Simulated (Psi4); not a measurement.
**HCl (hydrogen chloride): a chain of runs**

Wanted: a structure relaxation (PBE0-D4/def2-SVP), then the harmonic vibrations of HCl (hydrogen chloride). 

Program for the calculation: Psi4 1.11.

## 1. The system as given

The species is HCl (2 atoms), meant as a singlet with charge 0. As SMILES, `Cl`. The shape is that of a PBE0-D4/def2-TZVP optimisation. The run starts from this shape.

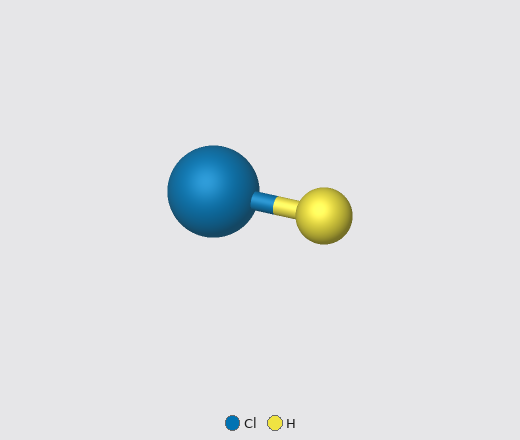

Viewed from a chosen angle; chlorine blue, hydrogen yellow.

## 2. A geometry optimisation at PBE0-D4/def2-SVP (density fitting) (run 1)

File clh.dat:

```
memory 1.6 GB

molecule system {
  0 1
  Cl
  H 1 r2

  r2 = 1.278791
}

set {
  basis        def2-SVP
  reference    rks
  geom_maxiter 60
}

result, w = opt('pbe0-d4', return_wfn=True)
```

Command:

```console
$ psi4 -i clh.dat -o clh.out -n 1
```

clh.out:

```text
[...]
  Running in c2v symmetry.
[...]
  Nuclear repulsion =    7.034779398189383
[...]
  Multiplicity = 1
[...]
  Nalpha       = 9
  Nbeta        = 9
[...]
    Number of basis functions: 23
[...]
   @DF-RKS iter   1:  -460.48607228272789   -7.67011e-02   1.27990e-02 ADIIS/DIIS
[...]
   @DF-RKS iter   6:  -460.50229607310911   -6.82121e-13   4.10041e-09 DIIS
[...]
    Orbital Energies [Eh]
    ---------------------
    Doubly Occupied:
       1A1  -101.675416     2A1    -9.527024     3A1    -7.268516
       1B2    -7.258421     1B1    -7.258421     4A1    -0.853318
       5A1    -0.474567     2B2    -0.331570     2B1    -0.331570
[...]
  @DF-RKS Final Energy:  -460.50229607310911
   => Energetics <=
    Nuclear Repulsion Energy =              6.9969547867853104
    One-Electron Energy =                -649.8540033086865151
    Two-Electron Energy =                 203.8427914779852301
    DFT Exchange-Correlation Energy =     -21.4878705960145879
    Empirical Dispersion Energy =          -0.0001684331785614
    VV10 Nonlocal Energy =                  0.0000000000000000
    Total Energy =                       -460.5022960731091644
[...]
 Multipole Moments:
 ------------------------------------------------------------------------------------
     Multipole            Electronic (a.u.)      Nuclear  (a.u.)        Total (a.u.)
 ------------------------------------------------------------------------------------
 L = 1.  Multiply by 2.5417464519 to convert [e a0] to [Debye]
 Dipole X            :          0.0000000            0.0000000            0.0000000
 Dipole Y            :          0.0000000            0.0000000            0.0000000
 Dipole Z            :         -0.6624214            1.2045146            0.5420931
 Magnitude           :                                                    0.5420931
[...]
  -Total Gradient:
     Atom            X                  Y                   Z
    ------   -----------------  -----------------  -----------------
       1        0.000000000000    -0.000000000000    -0.000298480713
       2        0.000000000000     0.000000000000     0.000301434710
[...]
    Final optimized geometry and variables:
    Molecular point group: c2v
    Full point group: C_inf_v
    Geometry (in Angstrom), charge = 0, multiplicity = 1:
    CL
    H             1          r2
    r2        =    1.2857039749
    Psi4 run time: 0:00:03.49
```

Standard output:

```text
Optimizer: Optimization complete!
```

Run time: 4.8 s. Hardware: 1 thread of Intel Xeon Platinum 8488C (Sapphire Rapids), shared host; peak memory 0.25 GiB.

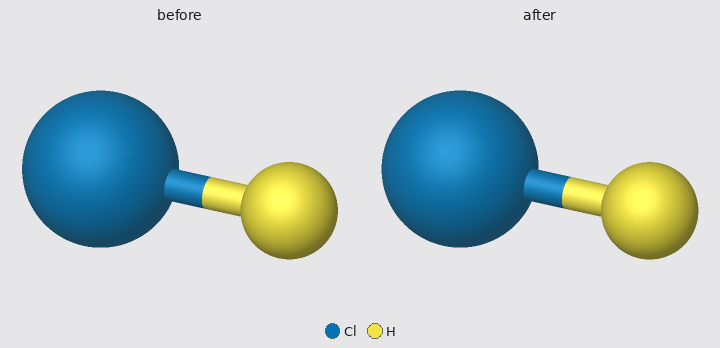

Before and after, at one scale.

After the run. Bond lengths: Cl1–H2 1.286 Å.

## 3. The harmonic vibrations at PBE0-D4/def2-SVP (density fitting) (run 2)

File clh.py:

```python
import psi4

psi4.set_memory('1600 MB')
psi4.set_num_threads(1)
psi4.core.set_output_file('run.log', False)

geom = psi4.geometry("""
Cl
H 1 1.285704
""")

psi4.set_options(dict(reference='rks', t=298.15, rotational_symmetry_number=1))

energy_value = psi4.frequencies("pbe0-d4/def2-SVP", molecule=geom)
print(f'total energy {energy_value:.8f} hartree = {energy_value * 27.211386:.5f} eV')
for k in ('ZPVE', 'ENTHALPY', 'GIBBS FREE ENERGY'):
    print(f'{k}: {psi4.variable(k):.8f} Eh')
for k, v in sorted(psi4.core.scalar_variables().items()):
    print(f'{k:45s} {v:18.10f}')
```

Command:

```console
$ python clh.py
```

run.log:

```text
[...]
  Running in c2v symmetry.
[...]
  Nuclear repulsion =    6.996954650051646
[...]
  Multiplicity = 1
[...]
  Nalpha       = 9
  Nbeta        = 9
[...]
    Number of basis functions: 23
[...]
   @DF-RKS iter   1:  -460.48592817078543   -8.01267e-02   1.28319e-02 DIIS/ADIIS
[...]
  Running in cs symmetry.
[...]
   @DF-RKS iter   8:  -460.50229607138988   -5.68434e-14   1.41705e-09 DIIS
[...]
    Orbital Energies [Eh]
    ---------------------
    Doubly Occupied:
       1Ap  -101.675416     2Ap    -9.527024     3Ap    -7.268516
       1App   -7.258421     4Ap    -7.258421     5Ap    -0.853317
       6Ap    -0.474567     7Ap    -0.331570     2App   -0.331570
[...]
  @DF-RKS Final Energy:  -460.50229607138988
   => Energetics <=
    Nuclear Repulsion Energy =              6.9969395251530901
    One-Electron Energy =                -649.8539742505419099
    Two-Electron Energy =                 203.8427769682410258
    DFT Exchange-Correlation Energy =     -21.4878698809827071
    Empirical Dispersion Energy =          -0.0001684332592952
    VV10 Nonlocal Energy =                  0.0000000000000000
    Total Energy =                       -460.5022960713898783
[...]
 Multipole Moments:
 ------------------------------------------------------------------------------------
     Multipole            Electronic (a.u.)      Nuclear  (a.u.)        Total (a.u.)
 ------------------------------------------------------------------------------------
 L = 1.  Multiply by 2.5417464519 to convert [e a0] to [Debye]
 Dipole X            :          0.0000000            0.0000000            0.0000000
 Dipole Y            :         -0.0013773            0.0025045            0.0011271
 Dipole Z            :         -0.6624216            1.2045146            0.5420930
 Magnitude           :                                                    0.5420942
[...]
  -Total Gradient:
     Atom            X                  Y                   Z
    ------   -----------------  -----------------  -----------------
       1        0.000000000000    -0.000000624311    -0.000300257382
       2        0.000000000000     0.000000630453     0.000303211400
[...]
  ==> Harmonic Vibrational Analysis <==
[...]
  Freq [cm^-1]                3012.8305
[...]
  IR activ [km/mol]            37.2737
[...]
  Total E_0, Enthalpy at 0 [K]                                                         -460.49543234 [Eh]
[...]
  Total H, Enthalpy at  298.15 [K]                                                     -460.49212769 [Eh]
[...]
  Total G, Gibbs energy at  298.15 [K]                                                 -460.51331937 [Eh]
[...]
```

Standard output:

```text
total energy -460.50229607 hartree = -12530.90573 eV
ZPVE: 0.00686373 Eh
ENTHALPY: -460.49212769 Eh
GIBBS FREE ENERGY: -460.51331937 Eh
CURRENT ENERGY                                   -460.5022960730
CURRENT REFERENCE ENERGY                         -460.5022960730
DD SOLVATION ENERGY                                 0.0000000000
DFT FUNCTIONAL TOTAL ENERGY                      -460.5021276399
DFT TOTAL ENERGY                                 -460.5022960730
DFT VV10 ENERGY                                     0.0000000000
DFT XC ENERGY                                     -21.4878705789
DISPERSION CORRECTION ENERGY                       -0.0001684332
ENTHALPY                                         -460.4921276875
ENTHALPY CORRECTION                                 0.0101683855
FINDIF NUMBER                                       5.0000000000
GIBBS FREE ENERGY                                -460.5133193699
GIBBS FREE ENERGY CORRECTION                       -0.0110232968
GRID ELECTRONS ALPHA                                8.9999999883
GRID ELECTRONS BETA                                 8.9999999883
GRID ELECTRONS TOTAL                               17.9999999766
NUCLEAR REPULSION ENERGY                            6.9969546501
ONE-ELECTRON ENERGY                              -649.8540026881
PBE0-D4(BJ,EEQ)ATM DISPERSION CORRECTION ENERGY      -0.0001684332
PCM POLARIZATION ENERGY                             0.0000000000
PE ENERGY                                           0.0000000000
SCF ITERATION ENERGY                             -460.5022960730
SCF ITERATIONS                                      8.0000000000
SCF TOTAL ENERGY                                 -460.5022960730
THERMAL ENERGY                                   -460.4930718721
THERMAL ENERGY CORRECTION                           0.0092242010
TWO-ELECTRON ENERGY                               203.8427909771
ZERO K ENTHALPY                                  -460.4954323401
ZPVE                                                0.0068637329
```

Wall time 6.9 s (1 thread of Intel Xeon Platinum 8488C (Sapphire Rapids), shared host); peak memory 0.25 GiB.

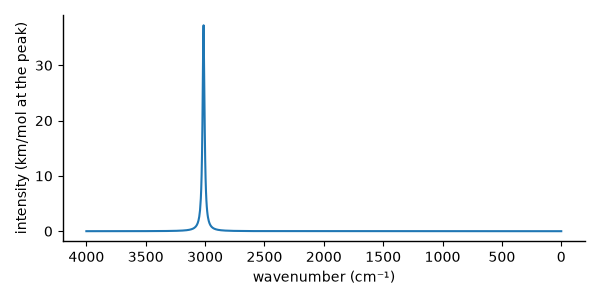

Harmonic infrared spectrum, unscaled, lines broadened by 10 cm⁻¹.

## 4. Outcome

```
                                                                          quantity             value
                                  run 1, PBE0-D4/def2-SVP: total energy at the end     -460.50230 Eh
                                            run 1, PBE0-D4/def2-SVP: dipole moment            1.38 D
                                              run 1, PBE0-D4/def2-SVP: HOMO energy          -9.02 eV
                                              run 1, PBE0-D4/def2-SVP: LUMO energy           0.89 eV
                                            run 1, PBE0-D4/def2-SVP: HOMO–LUMO gap           9.91 eV
                                              run 1, PBE0-D4/def2-SVP: bond length           1.286 Å
                                        run 1, PBE0-D4/def2-SVP: dispersion energy      -0.44 kJ/mol
                                      run 2, PBE0-D4/def2-SVP: harmonic wavenumber         3013 cm⁻¹
                                        run 2, PBE0-D4/def2-SVP: zero-point energy       18.0 kJ/mol
run 2, PBE0-D4/def2-SVP: ideal-gas entropy at 298.15 K (symmetry number 1 as used)  44.6 cal/(mol K)
```

**Reading.** The optimisation (run 1, PBE0-D4/def2-SVP) took 2 steps and changed the energy by -0.001 eV. The one mode (run 2, PBE0-D4/def2-SVP) is real, so the shape is a minimum at this level.
